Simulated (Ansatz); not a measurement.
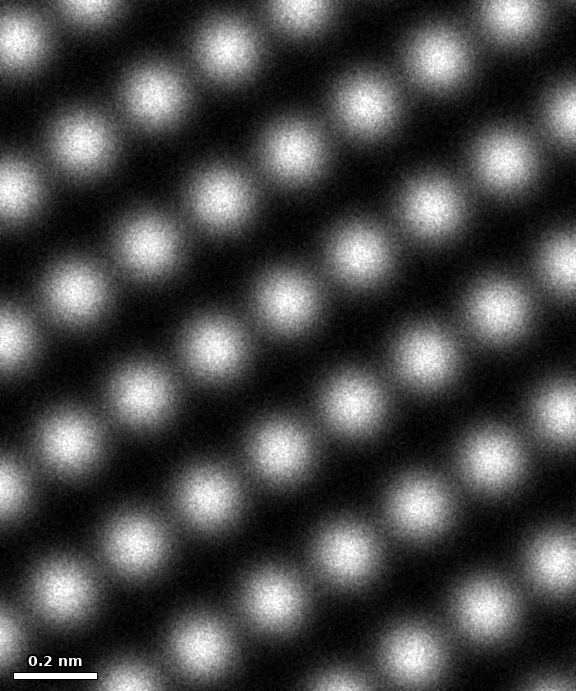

Z-contrast image of Na (Im-3m, No. 229). Simulated incoherent Z contrast: every atom adds Z^1.7 spread by a probe of 1.25 Å full width; channelling and multiple scattering are left out. The probe carries 15 % of its weight in a tail 2.5 times as wide. Shot noise was added. Atomic positions: the input geometry of a calculation.

```xyz
2
Lattice="4.1967 0.0000 0.0000 0.0000 4.1967 0.0000 0.0000 0.0000 4.1967" Properties=species:S:1:pos:R:3 pbc="T T T"
Na    0.0000    0.0000    0.0000
Na    2.0983    2.0983    2.0983
```

Question: Which beam direction gives this image, [110], [210] or [211]? (Directions equivalent by symmetry count as one.)

Answer: [110]. The projected cells are 2.10 × 2.97 Å, 90° for [110]; 1.88 × 2.30 Å, 114° for [210]; 1.21 × 2.97 Å, 90° for [211], and the image repeats as the [110] one does.
